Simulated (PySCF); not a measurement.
GW calculation of C$_{3}$H$_{9}$P

- system: C$_{3}$H$_{9}$P, SMILES CP(C)C
- method: G0W0 (PBE)/def2-SVPD, RKS (PySCF 2.14.0)

The geometry comes from this level: GFN2-xTB.

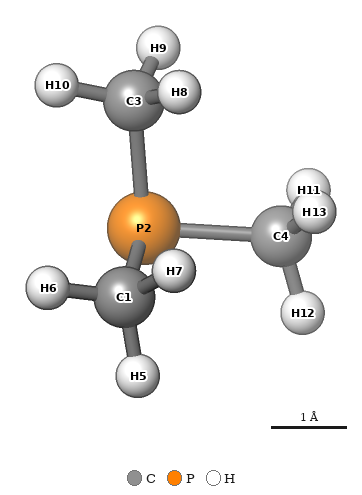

Figure 1. The structure as given in the input (ball-and-stick view, seen at a tilt; atoms are numbered from 1 in the order of the input).

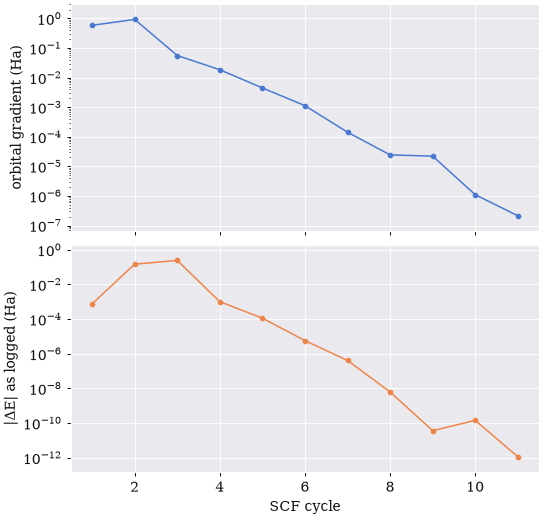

Figure 2. Convergence of the self-consistent field: orbital gradient and size of the energy change against the SCF cycle. The residual falls almost steadily, with no more than small rises.

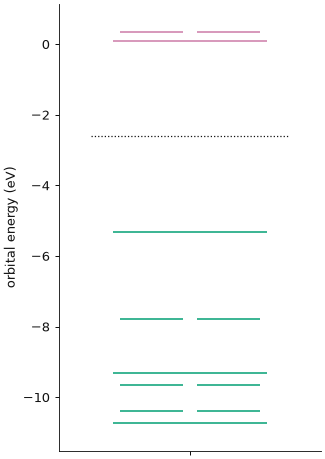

Figure 3. Orbital energies near the frontier; the dotted line parts filled from empty levels, and levels within 0.02 eV of each other stand side by side. Highest filled −5.33 eV, lowest empty 0.10 eV, 5.43 eV apart.

These pictures come from the run below.

Input file (calc.py)
```python
from pyscf import gto, dft, gw

system = gto.M(
    atom=[
    ('C', (-0.509560, 1.418050, -0.580630)),
    ('P', (0.670130, -0.007830, -0.684720)),
    ('C', (1.185620, -0.042190, 1.095420)),
    ('C', (-0.577180, -1.377100, -0.616120)),
    ('H', (-1.035580, 1.515010, -1.528390)),
    ('H', (0.053620, 2.332610, -0.405360)),
    ('H', (-1.232410, 1.277360, 0.222340)),
    ('H', (0.322970, 0.002540, 1.759770)),
    ('H', (1.743620, -0.956940, 1.286070)),
    ('H', (1.839240, 0.804980, 1.292380)),
    ('H', (-0.056590, -2.328740, -0.528620)),
    ('H', (-1.149500, -1.382750, -1.540920)),
    ('H', (-1.254380, -1.255000, 0.228780)),
],
    charge=0,
    max_memory=1860,
    verbose=4,
    basis='def2-svpd',
    spin=0,
)

mf = dft.RKS(system)
mf.xc = 'pbe'
mf.grids.level = 4
mf.conv_tol = 1e-10
mf.kernel()
if not mf.converged:
    mf = mf.newton().run(mf.mo_coeff, mf.mo_occ)

energy = mf.e_tot
print(f'total energy: {energy:.8f} hartree')

nocc = system.nelec[0]
orbs = list(range(max(0, nocc - 2), min(system.nao, nocc + 2)))
mygw = gw.GW(mf, freq_int='ac')
mygw.orbs = orbs
mygw.kernel()
print('orbital   mean field (eV)   quasiparticle (eV)')
for p in orbs:
    print('%4d %12.4f %12.4f' % (p + 1, mf.mo_energy[p] * 27.211386, mygw.mo_energy[p] * 27.211386))
```

Command:
```bash
OMP_NUM_THREADS=1 python calc.py
```

What the program printed
```
PySCF version 2.14.0

[INPUT] num. atoms = 13
[INPUT] num. electrons = 42
[INPUT] charge = 0
[INPUT] spin (= nelec alpha-beta = 2S) = 0
[INPUT] symmetry False subgroup None
[INPUT] Mole.unit = angstrom
[INPUT] Symbol           X                Y                Z      unit          X                Y                Z       unit  Magmom
[INPUT]  1 C     -0.509560000000   1.418050000000  -0.580630000000 AA   -0.962928844033   2.679726130939  -1.097231679706 Bohr   0.0
[INPUT]  2 P      0.670130000000  -0.007830000000  -0.684720000000 AA    1.266362167855  -0.014796555555  -1.293933272012 Bohr   0.0
[INPUT]  3 C      1.185620000000  -0.042190000000   1.095420000000 AA    2.240497087807  -0.079727545195   2.070043791371 Bohr   0.0
[INPUT]  4 C     -0.577180000000  -1.377100000000  -0.616120000000 AA   -1.090712124576  -2.602341846139  -1.164298059867 Bohr   0.0
[INPUT]  5 H     -1.035580000000   1.515010000000  -1.528390000000 AA   -1.956962580077   2.862953975977  -2.888238511524 Bohr   0.0
[INPUT]  6 H      0.053620000000   2.332610000000  -0.405360000000 AA    0.101327114799   4.407994055422  -0.766019381854 Bohr   0.0
[INPUT]  7 H     -1.232410000000   1.277360000000   0.222340000000 AA   -2.328917373175   2.413860562474   0.420161706536 Bohr   0.0
[INPUT]  8 H      0.322970000000   0.002540000000   1.759770000000 AA    0.610324846451   0.004799904356   3.325483342226 Bohr   0.0
[INPUT]  9 H      1.743620000000  -0.956940000000   1.286070000000 AA    3.294964265314  -1.808354517641   2.430320077019 Bohr   0.0
[INPUT] 10 H      1.839240000000   0.804980000000   1.292380000000 AA    3.475659877345   1.521191735752   2.442244248865 Bohr   0.0
[INPUT] 11 H     -0.056590000000  -2.328740000000  -0.528620000000 AA   -0.106939601389  -4.400680815320  -0.998947023968 Bohr   0.0
[INPUT] 12 H     -1.149500000000  -1.382750000000  -1.540920000000 AA   -2.172240180188  -2.613018798742  -2.911916779865 Bohr   0.0
[INPUT] 13 H     -1.254380000000  -1.255000000000   0.228780000000 AA   -2.370434656132  -2.371606286329   0.432331542778 Bohr   0.0

nuclear repulsion = 177.672636205903
number of shells = 70
number of NR pGTOs = 222
number of NR cGTOs = 156
basis = def2-svpd
ecp = {}

******** <class 'pyscf.dft.rks.RKS'> ********
method = RKS
initial guess = minao
damping factor = 0
level_shift factor = 0
DIIS = <class 'pyscf.scf.diis.CDIIS'>
diis_start_cycle = 1
diis_space = 8
diis_damp = 0
SCF conv_tol = 1e-10
SCF conv_tol_grad = None
SCF max_cycles = 50
direct_scf = True
direct_scf_tol = 1e-13
XC library pyscf.dft.libxc version 7.0.0
    S. Lehtola, C. Steigemann, M. J.T. Oliveira, and M. A.L. Marques.,  SoftwareX 7, 1–5 (2018)
XC functionals = pbe
    J. P. Perdew, K. Burke, and M. Ernzerhof.,  Phys. Rev. Lett. 77, 3865 (1996)
    J. P. Perdew, K. Burke, and M. Ernzerhof.,  Phys. Rev. Lett. 78, 1396 (1997)
    J. P. Perdew, K. Burke, and M. Ernzerhof.,  Phys. Rev. Lett. 77, 3865 (1996)
    J. P. Perdew, K. Burke, and M. Ernzerhof.,  Phys. Rev. Lett. 78, 1396 (1997)
radial grids:
    Treutler-Ahlrichs [JCP 102, 346 (1995); DOI:10.1063/1.469408] (M4) radial grids

becke partition: Becke, JCP 88, 2547 (1988); DOI:10.1063/1.454033
pruning grids: <function nwchem_prune>
grids dens level: 4
symmetrized grids: False
atomic radii adjust function: <function treutler_atomic_radii_adjust>
small_rho_cutoff = 0
Set gradient conv threshold to 1e-05
Initial guess from minao.
tot grids = 256272
init E= -460.472394015018
  HOMO = -0.267141207671537  LUMO = -0.0348169016205284  gap/eV = 6.32187
cycle= 1 E= -460.471632213419  delta_E= 0.000762  |g|= 0.588  |ddm|= 4.41
  HOMO = -0.14820739434067  LUMO = 0.0299742042362841  gap/eV = 4.84857
cycle= 2 E= -460.323210849826  delta_E= 0.148  |g|= 0.93  |ddm|= 1.64
  HOMO = -0.189392467255116  LUMO = 0.00342238893834779  gap/eV = 5.24676
cycle= 3 E= -460.567164077301  delta_E= -0.244  |g|= 0.056  |ddm|= 0.973
  HOMO = -0.197419252126576  LUMO = 0.0042529775357969  gap/eV = 5.48778
cycle= 4 E= -460.568173119022  delta_E= -0.00101  |g|= 0.0185  |ddm|= 0.18
  HOMO = -0.195418305830742  LUMO = 0.00372427406711218  gap/eV = 5.41895
cycle= 5 E= -460.568287573678  delta_E= -0.000114  |g|= 0.00449  |ddm|= 0.0483
  HOMO = -0.195917418789176  LUMO = 0.00370206489149316  gap/eV = 5.43192
cycle= 6 E= -460.568293328302  delta_E= -5.75e-06  |g|= 0.00113  |ddm|= 0.00973
  HOMO = -0.195691863012801  LUMO = 0.00372221218396795  gap/eV = 5.42633
cycle= 7 E= -460.568293738641  delta_E= -4.1e-07  |g|= 0.000143  |ddm|= 0.00293
  HOMO = -0.195716133674533  LUMO = 0.00371227727501289  gap/eV = 5.42672
cycle= 8 E= -460.568293744909  delta_E= -6.27e-09  |g|= 2.44e-05  |ddm|= 0.000442
  HOMO = -0.195718723407787  LUMO = 0.0037119206436822  gap/eV = 5.42678
cycle= 9 E= -460.568293744946  delta_E= -3.64e-11  |g|= 2.22e-05  |ddm|= 6.41e-05
  HOMO = -0.195719110053228  LUMO = 0.00371184142302372  gap/eV = 5.42679
cycle= 10 E= -460.568293745088  delta_E= -1.43e-10  |g|= 1.1e-06  |ddm|= 2.96e-05
  HOMO = -0.195719064649798  LUMO = 0.00371181770536921  gap/eV = 5.42679
cycle= 11 E= -460.568293745089  delta_E= -1.14e-12  |g|= 2.14e-07  |ddm|= 2.94e-06
  HOMO = -0.195719009077691  LUMO = 0.00371184607626329  gap/eV = 5.42679
Extra cycle  E= -460.56829374509  delta_E= -6.82e-13  |g|= 3e-07  |ddm|= 8.4e-07
converged SCF energy = -460.56829374509
total energy: -460.56829375 hartree

******** <class 'pyscf.gw.gw_ac.GWAC'> ********
method = GWAC
GW nocc = 21, nvir = 135
frozen orbitals = None
off-diagonal self-energy = False
GW density matrix = False
density-fitting for exchange = False
outcore for self-energy= False
broadening parameter = 5.000e-03
number of grids = 100
analytic continuation method = pade
imaginary frequency cutoff = 5.0
Pade points = 18
Pade step ratio = 0.667
use perturbative linearized QP eqn = False
QPE max iter = 100
QPE tolerance = 1.0e-06

Starting get_sigma_diag main loop with 100 frequency points.
   0    1    2    3    4    5    6    7    8    9   10   11
  12   13   14   15   16   17   18   19   20   21   22   23
  24   25   26   27   28   29   30   31   32   33   34   35
  36   37   38   39   40   41   42   43   44   45   46   47
  48   49   50   51   52   53   54   55   56   57   58   59
  60   61   62   63   64   65   66   67   68   69   70   71
  72   73   74   75   76   77   78   79   80   81   82   83
  84   85   86   87   88   89   90   91   92   93   94   95
  96   97   98   99
Finished get_sigma_diag main loop.

WARN: GW QP energies may not be sorted from min to max

orbital   mean field (eV)   quasiparticle (eV)
  20      -7.7958     -10.5551
  21      -5.3258      -7.8993
  22       0.1010       2.0887
  23       0.3483       2.6300
```

Summary

```json
{"quantity": "outcome", "value": "converged"}
{"quantity": "total energy", "value": "−460.568294 hartree"}
{"quantity": "basis functions", "value": "156"}
{"quantity": "HOMO", "value": "−5.33 eV"}
{"quantity": "LUMO", "value": "0.10 eV"}
{"quantity": "dipole moment", "value": "1.22 D"}
{"quantity": "hardware", "value": "1 thread of Intel Xeon @ 2.50GHz (Skylake/Cascade Lake), 189 GiB of memory available, shared host"}
{"quantity": "wall time", "value": "99 s"}
{"quantity": "peak memory", "value": "1.4 GiB"}
```
